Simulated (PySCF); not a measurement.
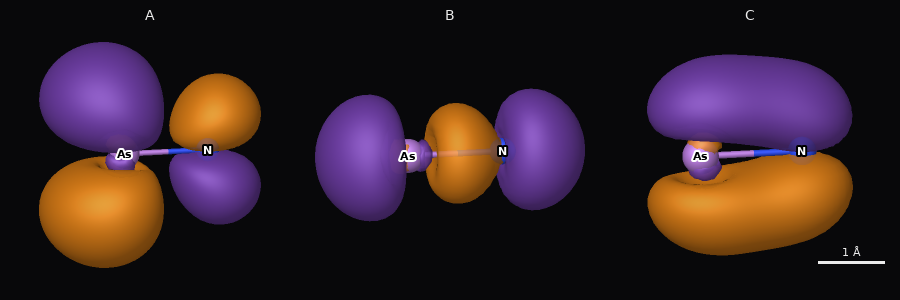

AsN. Three frontier orbitals, each drawn at the value that holds 80 % of its norm (orange and purple are the two phases), in no order; of a degenerate pair one member is drawn.

Method: PySCF, PBE0/def2-TZVPPD, non-relativistic Hamiltonian with scalar-relativistic core potentials where named, at a bond length of 1.606 Å.

Question: Name the orbitals and rank them from lowest to highest energy.

Answer: Orbital C: π, occupied, −8.91 eV; bonding, with no node between the atoms.
Orbital B: σ, occupied, −8.86 eV; shared between the atoms (As 40 %, N 60 %).
Orbital A: π, empty, −2.50 eV; antibonding, with a node between the atoms.
